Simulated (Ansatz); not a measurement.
## How far to go with the k-point mesh at a smearing width of 0.02 eV: MgB2 (P6mm, 3 atoms in the cell)

```xyz
3
Lattice="1.5527 -2.6894 0.0000 1.5527 2.6894 0.0000 0.0000 0.0000 3.5376" Properties=species:S:1:pos:R:3 pbc="T T T"
Mg     0.0000     0.0000     0.0500
B      1.5527     0.8965     1.7688
B      1.5527    -0.8965     1.7688
```

Method of the run: PBEsol, default PAW files made with PBE (plane waves; Ansatz, a quantum-chemistry and plane-wave program).

Base settings: basis.ecutwfc = 420 eV; kpoints.mp_grid.grid = 12 12 9; hamiltonian.xc = pbesol; hamiltonian.pseudopotentials = {kind: paw} (the program's default PAW files); scf.occupations.method = fermi_dirac; scf.occupations.width = 0.1 eV.

In this ladder: scf.occupations.width = 0.02 eV.

Only quantities that move along the ladder and can be compared are tabulated.

The count of work is k-points × plane waves × bands × iterations; it is no time. 

The starting cell has typed, rounded lattice constants, without a prior relaxation at this level. Its lattice was rescaled by up to half a per cent. One atom was moved a little off its site on purpose. In the base run, with a pressure of about -6 GPa the cell is away from its equilibrium volume at this level. Ansatz's pressure includes its estimate of the finite-basis (Pulay) stress.

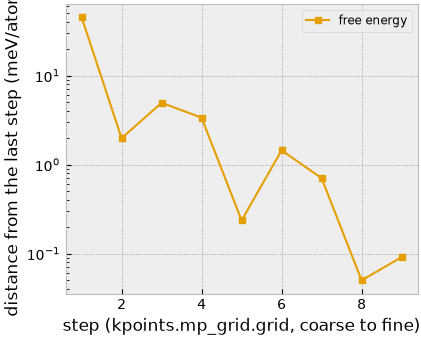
Fig. 1. Distance from the last step along the ladder; very small values are drawn at a floor.

| kpoints.mp_grid.grid | free energy less the last step's (meV/atom) | pressure (GPa) | largest difference of a force vector from the last step's (eV/Å) | count of work / last |
|---|---|---|---|---|
| 4 4 3 | 45.39 | -5.77 | 0.016 | 0.0078 |
| 5 5 4 | -1.98 | -5.80 | 0.003 | 0.015 |
| 6 6 5 | 4.95 | -5.36 | 0.010 | 0.021 |
| 8 8 6 | 3.37 | -5.41 | 0.003 | 0.039 |
| 9 9 7 | -0.24 | -5.44 | 0.004 | 0.047 |
| 11 11 8 | -1.45 | -5.60 | 0.002 | 0.078 |
| 13 13 10 | 0.70 | -5.59 | 0.002 | 0.12 |
| 16 16 12 | -0.05 | -5.56 | 0.001 | 0.21 |
| 24 24 18 | 0.09 | -5.53 | 0.001 | 0.60 |
| 29 29 22 | 0.00 | -5.54 | 0.000 | 1.0 |

Coarsest kpoints.mp_grid.grid that holds the pressure within 0.05 GPa of the last step, with all finer ones: 16 16 12, at 0.21 of the last step's count of work; the step before is off by 0.06 GPa.

Coarsest kpoints.mp_grid.grid that holds the free energy within 1 meV/atom of the last step, with all finer ones: 13 13 10, at 0.12 of the last step's count of work; the step before is off by 1.4 meV/atom.

Coarsest kpoints.mp_grid.grid that holds the forces within 0.005 eV/Å of the last step, with all finer ones: 8 8 6, at 0.039 of the last step's count of work; the step before is off by 0.010 eV/Å.

Two neighbours can agree and both be off: 4 4 3 and 5 5 4 differ by 0.03 GPa in the pressure, yet lie about 0.27 GPa from the last step.

Keys are those of Ansatz 0.2.
